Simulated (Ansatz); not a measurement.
Fields on a plane of YB12 (space group Fm-3m)

```yaml
crystal:
  lattice:
    - [0.00000, 3.72873, 3.72873]
    - [3.72873, 0.00000, 3.72873]
    - [3.72873, 3.72873, 0.00000]
  atoms:
    - { symbol: Y, position: [0.00000, 0.00000, 0.00000] }
    - { symbol: B, position: [0.50000, 0.16236, 0.50000] }
    - { symbol: B, position: [0.50000, 0.83764, 0.50000] }
    - { symbol: B, position: [0.16236, 0.50000, 0.50000] }
    - { symbol: B, position: [0.83764, 0.50000, 0.50000] }
    - { symbol: B, position: [0.16236, 0.50000, 0.83764] }
    - { symbol: B, position: [0.83764, 0.50000, 0.16236] }
    - { symbol: B, position: [0.50000, 0.16236, 0.83764] }
    - { symbol: B, position: [0.50000, 0.83764, 0.16236] }
    - { symbol: B, position: [0.50000, 0.50000, 0.16236] }
    - { symbol: B, position: [0.50000, 0.50000, 0.83764] }
    - { symbol: B, position: [0.83764, 0.16236, 0.50000] }
    - { symbol: B, position: [0.16236, 0.83764, 0.50000] }
```

The slice is a {110} plane (indices of the conventional cell) through the point (0.500, 0.162, 0.500) (fractional), spanned by u = [100] and v = [1 -1 -1] in vectors of this cell: u (5.27 Å) and v (7.46 Å, at 90° to u). It covers one period; positions are fractions (u, v).

Atoms on it: B at (0.00, 0.00); B at (0.00, 0.66); B at (0.67, 0.33); B at (0.34, 0.66); B at (0.34, 0.00). Other atoms lie within 1 Å of the plane.

Method: PBEsol (plane waves to 420 eV, PAW, scalar-relativistic; Ansatz, a first-principles code). k mesh 9×9×9. Inside the PAW spheres the values are not all-electron values, and peaks at nuclei hang on which shells count as valence. YB12 is run without spin polarisation. YB12 was relaxed with its symmetry unable to fall.

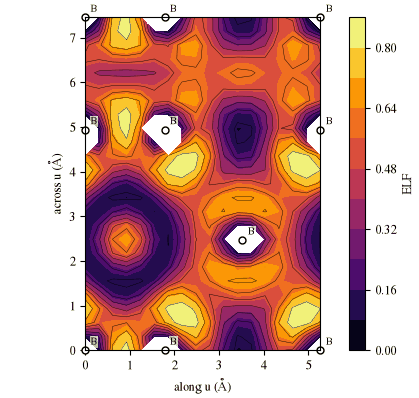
Electron localisation function (ELF), one period of the plane, atoms marked. Points within 0.3 Å of a nucleus are left white, as the pseudised field means little there.

| v \ u | 0.00 | 0.12 | 0.24 | 0.35 | 0.47 | 0.59 | 0.71 | 0.82 | 0.94 |
|---|---|---|---|---|---|---|---|---|---|
| 0.88 | 5.2 | 5.6 | 5.5 | 5.3 | 5.5 | 7.7 | 8.9 | 5.8 | 5.4 |
| 0.75 | x | 4.1 | 3.0 | x | 4.9 | 9.3 | 10.0 | 7.0 | <3.0 |
| 0.62 | x | x | x | x | <3.0 | 11.1 | 11.7 | 7.5 | x |
| 0.50 | 8.7 | 8.5 | 8.5 | 8.6 | 5.4 | 7.3 | 8.9 | 5.1 | 7.6 |
| 0.38 | 4.9 | <3.0 | <3.0 | 5.9 | 7.6 | x | x | 4.4 | 7.8 |
| 0.25 | 6.4 | <3.0 | <3.0 | 7.0 | 7.4 | <3.0 | x | 5.7 | 8.0 |
| 0.12 | 6.4 | 8.4 | 8.0 | 6.3 | 6.1 | 8.4 | 9.9 | 6.3 | 6.2 |
| 0.00 | x | x | x | x | <3.0 | 11.1 | 11.7 | 6.9 | x |

Values: electrostatic potential energy of an electron, from the cell's mean, in eV. Points within 0.7 Å of a nucleus are blanked (x), as the pseudised field means little there. Values under 3 eV are set to 3. The zero, the cell's mean, hangs on the PAW cores.
